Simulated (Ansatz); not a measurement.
AlH₅N (doublet)

```xyz
7

Al   -0.0157    0.0340    0.6635
H     0.4352   -1.4847    1.3098
H     1.2250    0.7803   -0.0001
H    -1.4746   -0.0091    0.0254
N    -0.0864    0.3232    2.5544
H    -0.8397   -0.0538    3.1370
H     0.7563    0.4100    3.1300
```

These are results of UKS B3LYP/cc-pVDZ in Ansatz, not measurements.

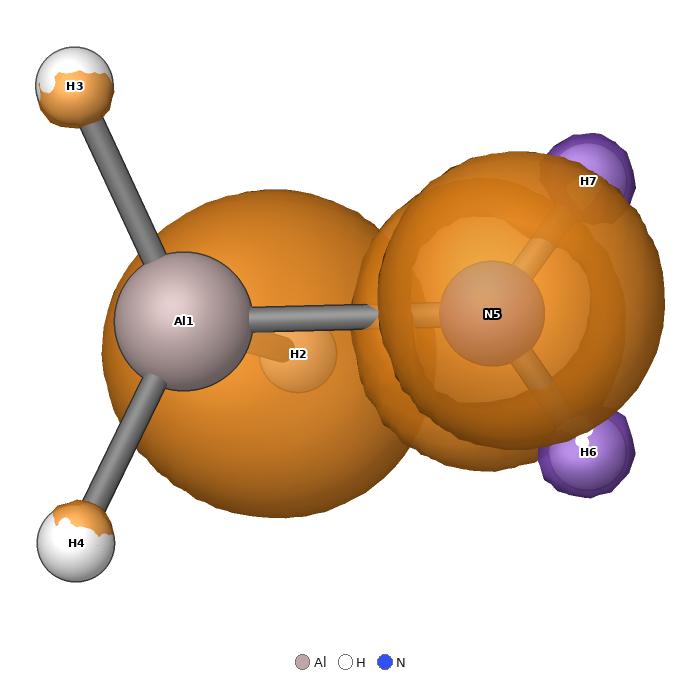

Figure 1. Isosurfaces of the spin density (α minus β) at +0.02 (orange) and −0.02 e/Å³ (purple), seen across its widest extent.

### Describe the spin distribution.

The unpaired spin (1 electron) lies mostly on N5 (about 0.6), H2 (about 0.3) and Al1 (about 0.1), in electrons by Hirshfeld's partition.

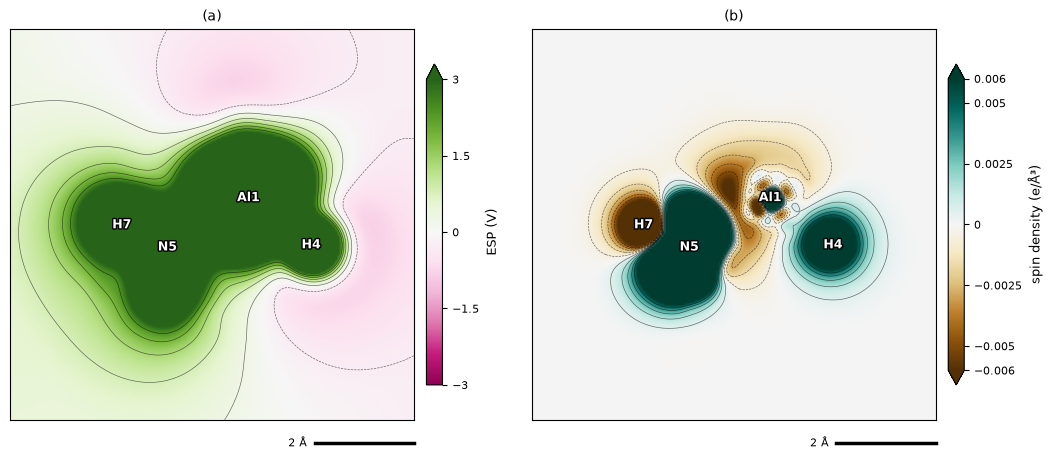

Figure 2. (a) molecular electrostatic potential; (b) spin density on the plane of atoms Al1, N5 and H7.

### Describe what can be read from this map.

The section cuts through Al, H and N sites. The unpaired spin (1 electron) lies mostly on N5 (about 0.6), H2 (about 0.3) and Al1 (about 0.1), in electrons by Hirshfeld's partition. Outside the dense part of the molecule the potential is most negative (−0.8 V) near H4.

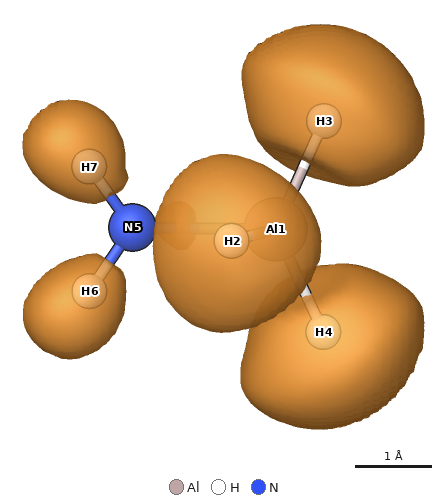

Figure 3. Isosurface of the electron localisation function at 0.9 (orange), seen at an oblique angle. Only the valence region is drawn (cores and ρ < 0.01 e/Å³ removed).

### Identify the bonds, lone pairs and shells in this picture.

The surface consists of five regions around hydrogen nuclei and one region wrapped around N (its valence shell). Profiles from the grid: Al–N (1.91 Å): the ELF peaks at about 0.95 in the valence shell of N, 0.7 Å from its nucleus, and is about 0.60 at the midpoint. N–H (1.02 Å): the ELF climbs to about 1 towards the hydrogen, as it does in any bond to H (a covalent bond by its length).
